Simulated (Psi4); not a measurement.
**C2H6Si (SMILES CC[SiH]): r2SCAN/cc-pVDZ**

Aim: the energy change on altering one bond length of C2H6Si at r2SCAN/cc-pVDZ, from 2 runs. 

Program for the calculation: Psi4 1.11.

**1. The molecule**

C2H6Si: 9 atoms, total charge 0, spin state singlet. SMILES: `CC[SiH]`. Geometry: relaxed at PBE0-D4/def2-TZVP. This is one conformer, not always the lowest.

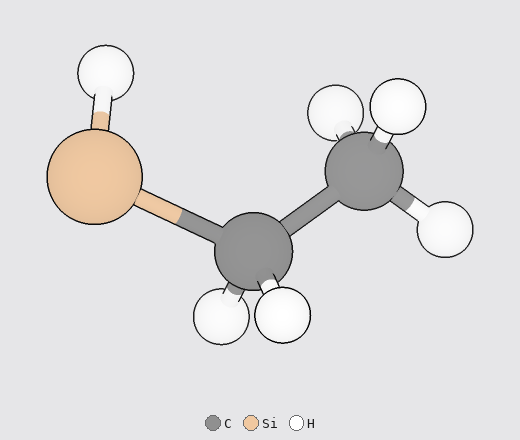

The structure, seen from a chosen angle (carbon grey, silicon light orange, hydrogen white).

**2. A single-point energy at r2SCAN/cc-pVDZ**

The input, c2h6si.in:

```
memory 2200 mb

molecule {
  0 1
  C     -0.593600     0.495600    -0.562700
  C      0.423400    -0.563800    -0.158900
  Si     1.475100    -0.358700     1.398700
  H     -1.208900     0.173100    -1.407700
  H     -0.098000     1.423000    -0.860500
  H     -1.258400     0.736300     0.269500
  H      1.051000    -0.864800    -1.004300
  H     -0.103000    -1.497700     0.133400
  H      0.401100     0.410600     2.175300
  units angstrom
  symmetry c1
  no_reorient
  no_com
}

set {
  basis                cc-pVDZ
  puream               true
  e_convergence        1e-09
  d_convergence        1e-08
  scf_type             pk
  dft_radial_points    99
  dft_spherical_points 590
}

e_tot, wfn = energy("r2scan", return_wfn=True)
oeprop(wfn, "LOWDIN_CHARGES", "MULLIKEN_CHARGES", "MAYER_INDICES")
```

Command:

```console
psi4 c2h6si.in c2h6si.out -n 1
```

c2h6si.out, shortened:

```text
[...]
  Running in c1 symmetry.
[...]
  Nuclear repulsion =   95.800476581944153
[...]
  Multiplicity = 1
[...]
  Nalpha       = 16
  Nbeta        = 16
[...]
    Number of basis functions: 76
[...]
   @RKS iter   1:  -368.78939224887381   -1.69475e-01   1.06682e-02 ADIIS/DIIS
[...]
   @RKS iter  13:  -369.15976720061843   -1.36424e-12   2.18367e-09 DIIS
[...]
    Orbital Energies [Eh]
    ---------------------
    Doubly Occupied:
       1A    -65.847304     2A    -10.044367     3A    -10.042331
       4A     -5.210082     5A     -3.559430     6A     -3.549945
       7A     -3.546582     8A     -0.728682     9A     -0.595256
      10A     -0.450037    11A     -0.413051    12A     -0.374411
      13A     -0.349094    14A     -0.322402    15A     -0.269394
      16A     -0.195504
[...]
  @RKS Final Energy:  -369.15976720061843
   => Energetics <=
    Nuclear Repulsion Energy =             95.8004765819441531
    One-Electron Energy =                -697.1246517063311785
    Two-Electron Energy =                 266.0382744478212089
    DFT Exchange-Correlation Energy =     -33.8738665240526373
    Empirical Dispersion Energy =           0.0000000000000000
    VV10 Nonlocal Energy =                  0.0000000000000000
    Total Energy =                       -369.1597672006184325
[...]
 Multipole Moments:
 ------------------------------------------------------------------------------------
     Multipole            Electronic (a.u.)      Nuclear  (a.u.)        Total (a.u.)
 ------------------------------------------------------------------------------------
 L = 1.  Multiply by 2.5417464519 to convert [e a0] to [Debye]
 Dipole X            :        -35.1692143           34.7974169           -0.3717975
 Dipole Y            :          9.5491601           -9.5440618            0.0050983
 Dipole Z            :        -27.9057303           27.5104440           -0.3952863
 Magnitude           :                                                    0.5426883
[...]
  Mulliken Charges: (a.u.)
   Center  Symbol    Alpha    Beta     Spin     Total
       1     C     3.02356  3.02356  0.00000 -0.04713
       2     C     3.12758  3.12758  0.00000 -0.25516
       3    SI     6.91417  6.91417  0.00000  0.17165
       4     H     0.48304  0.48304  0.00000  0.03392
       5     H     0.47989  0.47989  0.00000  0.04021
       6     H     0.47795  0.47795  0.00000  0.04409
       7     H     0.47412  0.47412  0.00000  0.05175
       8     H     0.46988  0.46988  0.00000  0.06023
       9     H     0.54979  0.54979  0.00000 -0.09958
   Total alpha = 16.00000, Total beta = 16.00000, Total charge =  0.00000
[...]
```

Run time: 49 s. Hardware: 1 thread of Intel Xeon Platinum 8488C (Sapphire Rapids), shared host; peak memory 1.3 GiB.

**3. The distorted shape: energy and forces at r2SCAN/cc-pVDZ**

The input, job.dat:

```
memory 2200 mb

molecule {
  0 1
  C     -0.909087     0.434075    -1.029946
  C      0.107913    -0.625325    -0.626146
  Si     1.475100    -0.358700     1.398700
  H     -1.524387     0.111575    -1.874946
  H     -0.413487     1.361475    -1.327746
  H     -1.573887     0.674775    -0.197746
  H      0.735513    -0.926325    -1.471546
  H     -0.418487    -1.559225    -0.333846
  H      0.401100     0.410600     2.175300
  symmetry c1
  no_reorient
  no_com
}

set basis cc-pVDZ
set puream true
set e_convergence 1e-09
set d_convergence 1e-08
set scf_type pk
set dft_radial_points 99
set dft_spherical_points 590

result, w = gradient("r2scan", return_wfn=True)
```

Command:

```console
psi4 -i job.dat -o job.out -n 1
```

job.out, shortened:

```text
[...]
  Running in c1 symmetry.
[...]
  Nuclear repulsion =   85.783083978125489
[...]
  Multiplicity = 1
[...]
  Nalpha       = 16
  Nbeta        = 16
[...]
    Number of basis functions: 76
[...]
   @RKS iter   1:  -368.69132319294306   -3.57089e-01   1.10587e-02 ADIIS/DIIS
[...]
   @RKS iter  13:  -369.12016911680888   -3.46745e-12   3.91467e-09 DIIS
[...]
  @RKS Final Energy:  -369.12016911680888
   => Energetics <=
    Nuclear Repulsion Energy =             85.7830839781254895
    One-Electron Energy =                -677.0455901927446121
    Two-Electron Energy =                 255.9020911479159963
    DFT Exchange-Correlation Energy =     -33.7597540501056912
    Empirical Dispersion Energy =           0.0000000000000000
    VV10 Nonlocal Energy =                  0.0000000000000000
    Total Energy =                       -369.1201691168088814
[...]
 Multipole Moments:
 ------------------------------------------------------------------------------------
     Multipole            Electronic (a.u.)      Nuclear  (a.u.)        Total (a.u.)
 ------------------------------------------------------------------------------------
 L = 1.  Multiply by 2.5417464519 to convert [e a0] to [Debye]
 Dipole X            :        -24.7821695           24.6622884           -0.1198811
 Dipole Y            :         11.5668176          -11.5205736            0.0462440
 Dipole Z            :        -12.4745698           12.5000054            0.0254357
 Magnitude           :                                                    0.1309846
[...]
  -Total Gradient:
     Atom            X                  Y                   Z
    ------   -----------------  -----------------  -----------------
       1       -0.011911569984    -0.000602912950    -0.011076693236
       2       -0.009230599321     0.002800779355    -0.033672748901
       3        0.021671331735     0.006578921671     0.043502211224
       4        0.003409725195     0.004170090526     0.005413865448
       5       -0.001947394175    -0.006076148245     0.002376580968
       6        0.005268784710    -0.001891089016    -0.003886898318
       7       -0.010641801471    -0.002293016367     0.000130300786
       8       -0.001112762876    -0.000938986356    -0.003949308160
       9        0.004823377766    -0.001857216998     0.001292602456
[...]
```

Run time: 51 s. Hardware: 1 thread of Intel Xeon Platinum 8488C (Sapphire Rapids), shared host; peak memory 1.7 GiB.

**4. Outcome**

Level: r2SCAN/cc-pVDZ.

| quantity | value |
| --- | --- |
| first shape: total energy | -369.15977 Eh |
| first shape: dipole moment | 1.38 D |
| first shape: HOMO energy | -5.32 eV |
| first shape: LUMO energy | -3.14 eV |
| first shape: HOMO–LUMO gap | 2.18 eV |
| distorted shape: total energy | -369.12017 Eh |
| distorted shape: dipole moment | 0.33 D |
| distorted shape: HOMO energy | -5.40 eV |
| distorted shape: LUMO energy | -3.69 eV |
| distorted shape: HOMO–LUMO gap | 1.72 eV |
| distorted shape: largest force on an atom | 2.522 eV/Å |
| energy change with the C2–Si3 bond stretched from 1.891 to 2.458 Å | 1.078 eV |

What this shows: With the C2–Si3 bond stretched from 1.891 to 2.458 Å the energy rises by 1.08 eV (25 kcal/mol). The first shape isn't relaxed at this level, so the change isn't measured from a minimum.
